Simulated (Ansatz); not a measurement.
# AlO (oxoaluminum) at UCCSD/6-31G

What is the electronic atomisation energy of AlO (oxoaluminum) at UCCSD/6-31G? 

The calculation is run with Ansatz 0.2.0.

48 further runs of the same task are left out: 2 that didn't finish, 46 set aside as unsound or not needed.

## 1. Starting point

AlO has 2 atoms, charge 0, and is taken as a doublet. SMILES: `[O]=[Al]`. The shape is that of a PBE0-D4/def2-TZVP optimisation.

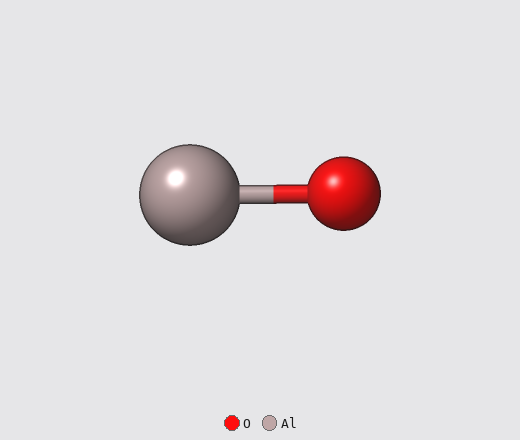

Viewed from a chosen angle; oxygen red, aluminium light grey.

## 2. The energy at UCCSD/6-31G

File run.yaml:

```yaml
basis:
  gaussian: {orbitals: 6-31G}
crystal:
  periodic: [false, false, false]
  atoms:
    - {symbol: O, position_ang: [0.000000, -0.000000, -0.024920]}
    - {symbol: Al, position_ang: [-0.000000, 0.000000, 1.594970]}
correlation: {method: ccsd, frozen_orbitals: {Al: 5, O: 1}}
magnetization: {spin_polarized: true, initial_magnetization: 1}
accuracy: high
scf: {omitted_lower_state_checks: [cluster_reference, increment]}
```

Command:

```
$ ansatz run run.yaml --threads 1 --pin off --max-ram 3480MiB --events-out events.jsonl --progress --plain --runs-dir runs
```

Standard output:

```text
Warning: RAYON_NUM_THREADS=1 ignored (pool sized by the plan → 1); use --threads N
[... 23 lines left out ...]
6 core orbitals not correlated: weight in the atoms' cores, before any rotation towards them, 1.000 or more for the frozen orbitals, at most 0.000 for the correlated occupied ones
[... 47 lines left out ...]
Total energy: -8621.02769687 eV, -316.8169243176 hartree
Checks for a lower state left out: cluster_reference, increment
```

It took 1.5 s on 1 thread of Intel Xeon Platinum 8488C (Sapphire Rapids), shared host.

## 3. The Al atom

File run.yaml:

```yaml
crystal:
  periodic: [false, false, false]
  atoms:
    - {symbol: Al, position_ang: [0.000000, 0.000000, 0.000000]}
basis:
  gaussian:
    orbitals: 6-31G
total_charge: 0
magnetization:
  spin_polarized: true
  initial_magnetization: 1
correlation:
  method: ccsd
  frozen_orbitals: {Al: 5}
accuracy: high
scf:
  omitted_lower_state_checks: [cluster_reference, increment]
```

Run the same way, it converges to -241.88340 Eh (log not shown).

## 4. The O atom at the same level

File molecule.yaml:

```yaml
basis:
  gaussian:
    orbitals: 6-31G
crystal:
  periodic: [false, false, false]
  atoms:
    - {symbol: O, position_ang: [0.000000, 0.000000, 0.000000]}
correlation:
  method: ccsd
  frozen_orbitals: {O: 1}
magnetization:
  spin_polarized: true
  initial_magnetization: 2
scf:
  omitted_lower_state_checks: [cluster_reference, increment]
accuracy: high
```

Run the same way, it converges to -74.83817 Eh (log not shown).

## 5. Results

At UCCSD/6-31G, 6 core orbitals frozen:

| quantity | value |
| --- | --- |
| molecule: total energy | -316.81692 Eh |
| molecule: correlation energy (6 core orbitals frozen) | -126.7 mEh |
| molecule: ⟨S²⟩ of the reference determinant | 0.904 |
| molecule: T1 diagnostic | 0.153 |
| Al atom: total energy | -241.88340 Eh |
| Al atom: correlation energy (5 core orbitals frozen) | -29.2 mEh |
| Al atom: ⟨S²⟩ of the reference determinant | 0.750 |
| Al atom: T1 diagnostic | 0.008 |
| O atom: total energy | -74.83817 Eh |
| O atom: correlation energy (1 core orbital frozen) | -57.9 mEh |
| O atom: ⟨S²⟩ of the reference determinant | 2.003 |
| O atom: T1 diagnostic | 0.004 |
| electronic atomisation energy | 2.595 eV |

**Reading.** Taking the molecule apart into free atoms costs 2.59 eV (60 kcal/mol), before zero-point energy and without spin-orbit coupling. The basis has no polarisation functions, which makes bonds too weak. ⟨S²⟩ (molecule) is 0.90 where a pure doublet has 0.75: the reference is spin-contaminated. The T1 diagnostic (molecule) of 0.153 is above the customary mark for such species, so a single reference may not serve.
